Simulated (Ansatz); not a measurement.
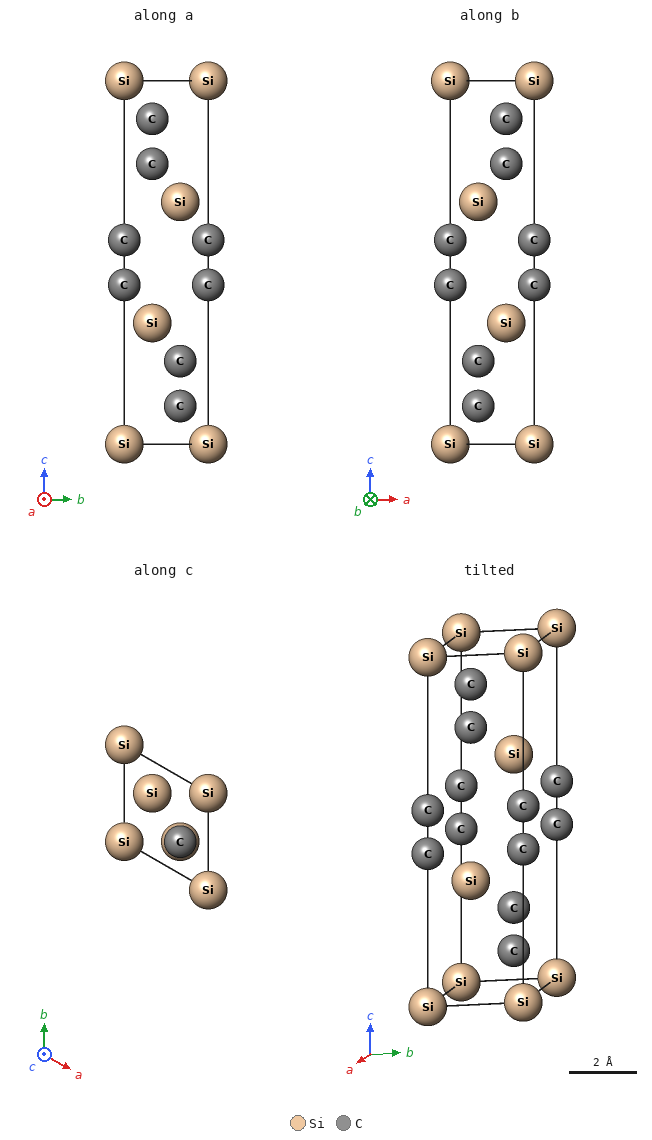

An orthographic spheres-only view of the structure, along the a axis, along the b axis, along the c axis and slightly off an axis. The parallelepiped is the conventional unit cell.

Lattice parameters: a = 2.9121 Å, b = 2.9121 Å, c = 10.9208 Å, α = 90.000°, β = 90.000°, γ = 120.000°.

Question: Write down what is shown as a CIF with its space group and independent sites, with free fractional coordinates to two decimals.

Answer:
```cif
data_structure
_symmetry_space_group_name_H-M 'R -3 m :H'
_symmetry_Int_Tables_number 166
_cell_length_a 2.9121
_cell_length_b 2.9121
_cell_length_c 10.9208
_cell_angle_alpha 90.000
_cell_angle_beta 90.000
_cell_angle_gamma 120.000
_cell_volume 80.20
loop_
_atom_site_label
_atom_site_type_symbol
_atom_site_symmetry_multiplicity
_atom_site_Wyckoff_symbol
_atom_site_fract_x
_atom_site_fract_y
_atom_site_fract_z
_atom_site_occupancy
Si1 Si 3 a 0.00 0.00 0.00 1
C1 C 6 c 0.3333 0.6667 0.10 1
```

The cell started as a structure type filled with these elements by a generator (whether the compound takes this form wasn't checked). Earlier steps of the study may have refined or changed the cell and positions. An electronic-structure calculation with Ansatz was run on it.
